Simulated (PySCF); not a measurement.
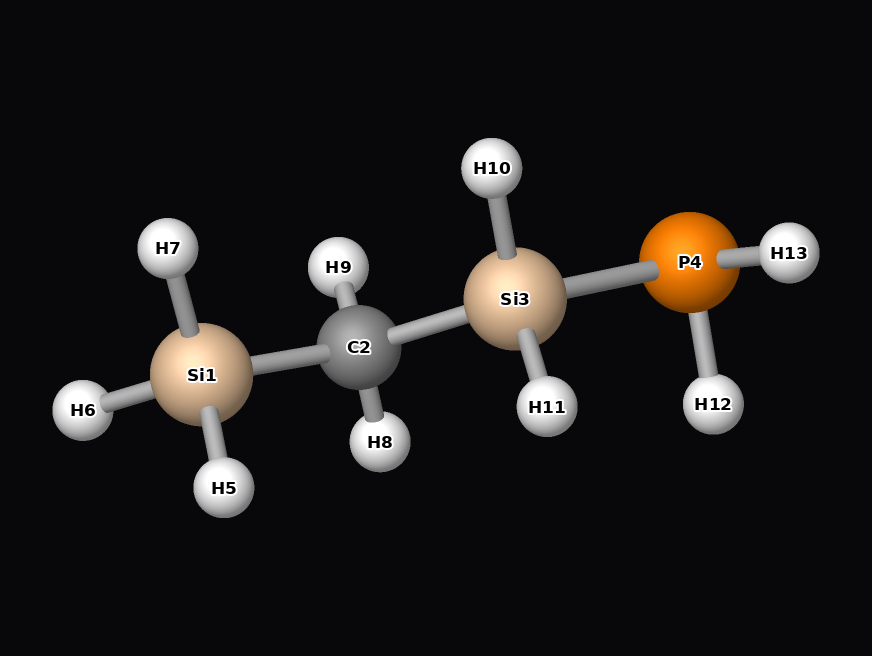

The thickness of each stick grows with its Mayer bond order. Computed geometry: PBE0-D3(BJ)/def2-SVP optimisation. No frequency run is at hand to confirm it as a minimum. Level of theory: PBE0/IGLO-III (PySCF 2.14.0).

Which bond has the highest Mayer bond order?

Answer. Si3–P4, 1.04, at a length of 2.269 Å.

List the Mayer bond orders of Si1–C2, Si1–H5, Si1–H6, Si1–H7, C2–Si3, C2–H8, C2–H9, Si3–P4, Si3–H10, Si3–H11, P4–H12, P4–H13.

```
   bond  Mayer order  length (Å)
 Si1–C2         0.94       1.883
 Si1–H5         0.93       1.495
 Si1–H6         0.92       1.496
 Si1–H7         0.93       1.495
 C2–Si3         0.91       1.881
  C2–H8         0.94       1.104
  C2–H9         0.94       1.104
 Si3–P4         1.04       2.269
Si3–H10         0.93       1.496
Si3–H11         0.92       1.497
 P4–H12         0.96       1.430
 P4–H13         0.96       1.428
```
